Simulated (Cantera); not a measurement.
Input: 1 mol TEOS, 4.6 mol N2O, 1.5 mol N2, at 70.0 Pa.

Method: chemical equilibrium by Gibbs-energy minimisation in Cantera with the NASA 1993 tables (ideal gas, pure condensed phases). Candidate condensed phases: C, C6H6, C7H8, C8H18, H2O, Si, SiC, SiO2, Si2N2O, Si3N4; 151 gas species. The feed counts by its element totals alone. Mutual solubility and eutectic melting of coexisting phases are not modelled. The tables hold silica as quartz up to 1696 K and as liquid above; real silica turns to tridymite and cristobalite and melts near 1996 K. Kinetics and transport are ignored.

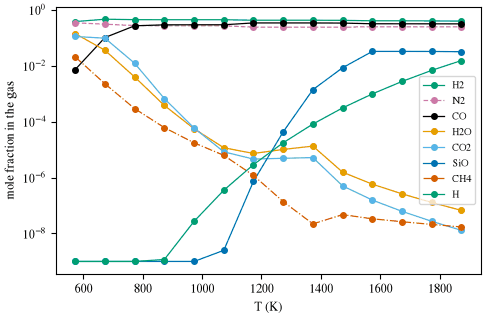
*Equilibrium gas composition (values under 1e-9 drawn at 1e-9)*

Q: Read off the mole fractions at 1673 K.

A: H2 about 0.40, CO about 0.32, N2 about 0.25, SiO about 0.032, H about 0.0027, H2O about 2.6e-7, CO2 about 6.2e-8, CH4 about 2.6e-8.
